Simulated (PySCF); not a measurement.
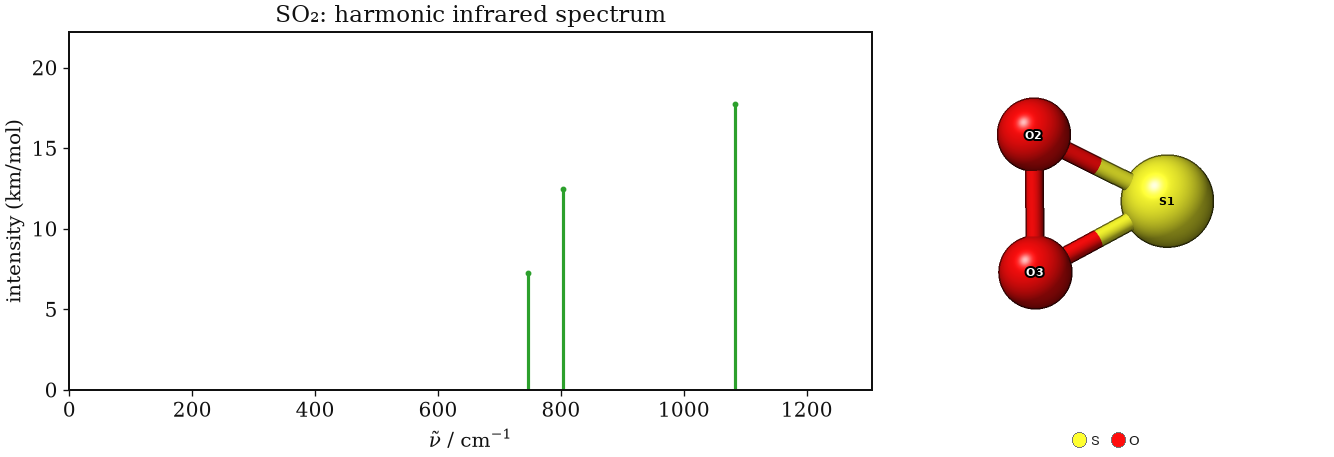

Infrared spectrum of SO₂, singlet (point group C2v). Unscaled harmonic wavenumbers and double-harmonic intensities, ωB97X/def2-TZVP, PySCF 2.14.0, isolated molecule. The structure is the lowest point that the starts tried gave, with the shape that electron-pair counting expects.

List the modes.

Answer.
```csv
cm⁻¹,km/mol,symmetry
745.9,7.2,a1
803.4,12.5,b2
1083.7,17.8,a1
```
